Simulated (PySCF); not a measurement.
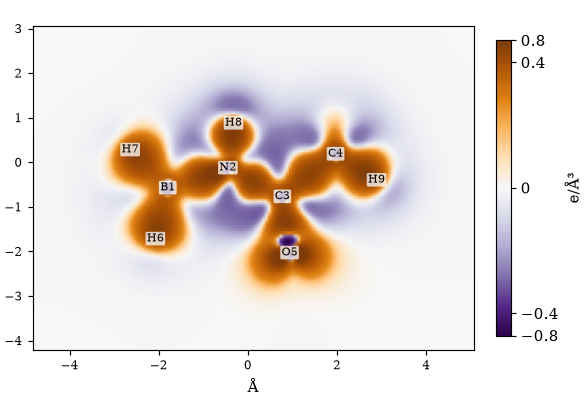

Figure. C$_{2}$H$_{6}$BNO, charge −1, doublet, SMILES `[BH2-]NC(C)=O`. Deformation density (molecule less spherical, spin-averaged free atoms) in a plane through 9 of the atoms; colour scale in e/Å³, logarithmic beyond ±0.1; orange: gain, purple: loss.

Computed with PySCF, HF/def2-SVPD, geometry: GFN2-xTB. The highest occupied orbitals have positive energy: in the gas phase this ion holds its electrons only through the finite basis. No frequency check shows the geometry to be a minimum. The stability of the open-shell solution wasn't checked. GFN2-xTB doesn't know the spin state, so this open-shell geometry is rough.

Geometry (Å), atoms numbered from 1:

```
B1      -2.1520   -0.1148    0.0003
N2      -0.7861   -0.5065   -0.0003
C3       0.4077    0.1868   -0.0001
C4       1.6399   -0.7183    0.0004
O5       0.5198    1.4541   -0.0002
H6      -2.4759    1.0190    0.0013
H7      -2.9612   -0.9996   -0.0003
H8      -0.6205   -1.5058   -0.0006
H9       2.5355   -0.0997   -0.0012
H10      1.6699   -1.3708   -0.8845
H11      1.6714   -1.3683    0.8859
```

**How much density has each bond in this plane gained at its critical point, relative to the free atoms?**

N2–H8: +0.77 e/Å³ at the bond critical point (bond length 1.01 Å). C4–H9: +0.69 e/Å³ at the bond critical point (bond length 1.09 Å). C3–O5: +0.62 e/Å³ at the bond critical point (bond length 1.27 Å). C3–C4: +0.59 e/Å³ at the bond critical point (bond length 1.53 Å). N2–C3: +0.44 e/Å³ at the bond critical point (bond length 1.38 Å). B1–H6: +0.41 e/Å³ at the bond critical point (bond length 1.18 Å). B1–H7: +0.35 e/Å³ at the bond critical point (bond length 1.20 Å). B1–N2: +0.33 e/Å³ at the bond critical point (bond length 1.42 Å). In all, 2.8 electrons gather in the regions of gain relative to the promolecule of neutral atoms (this includes the anion's extra charge).

**Where do the Hirshfeld charges lie?**

The highest Hirshfeld charge is on C3 (+0.12 e), the lowest on O5 (−0.52 e).
